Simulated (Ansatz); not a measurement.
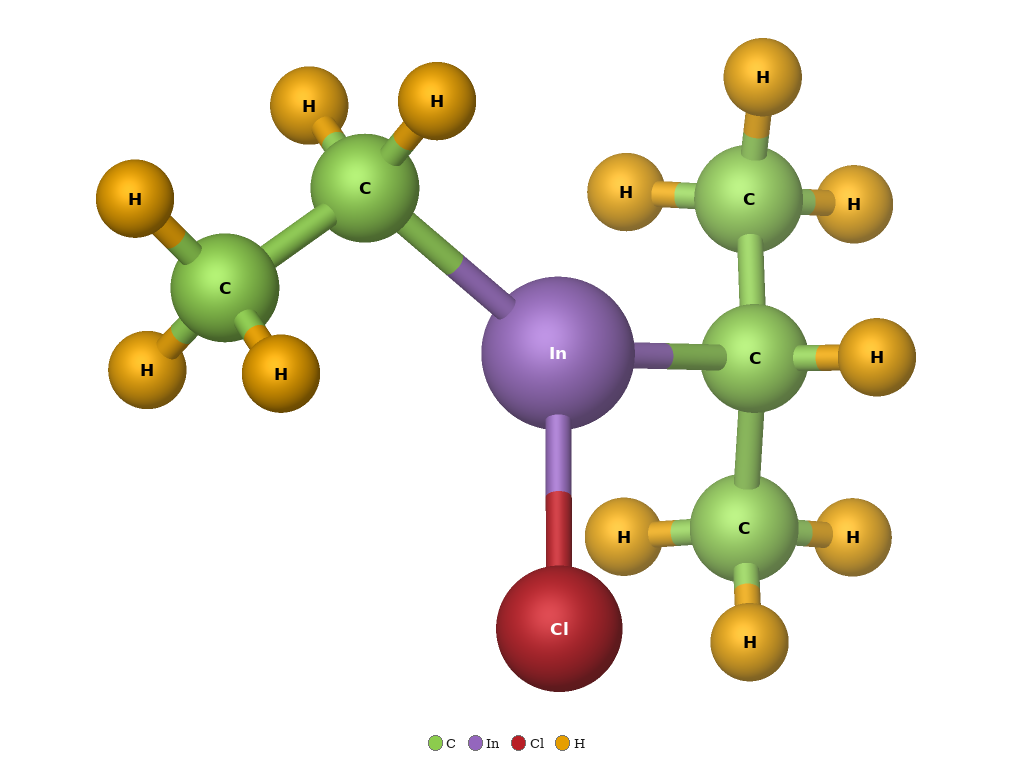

The computed structure is the end point of a PBE0-D4/def2-TZVP optimisation. No frequency run is at hand to confirm it as a minimum. Program: Ansatz 0.2.0.

Tabulate HOMO–LUMO gap (eV) at these levels: B3LYP-D4/def2-TZVPP; B97M-V/def2-TZVPP; BLYP-D4/def2-TZVPP; HSE06 (plane-wave form)-D4/def2-TZVPP; PBE-D4/def2-TZVPP; r2SCANh-D4/def2-TZVPP.

| level | HOMO–LUMO gap (eV) |
| --- | --- |
| B3LYP-D4/def2-TZVPP | 5.17 |
| B97M-V/def2-TZVPP | 4.06 |
| BLYP-D4/def2-TZVPP | 3.75 |
| HSE06 (plane-wave form)-D4/def2-TZVPP | 4.90 |
| PBE-D4/def2-TZVPP | 3.84 |
| r2SCANh-D4/def2-TZVPP | 4.92 |
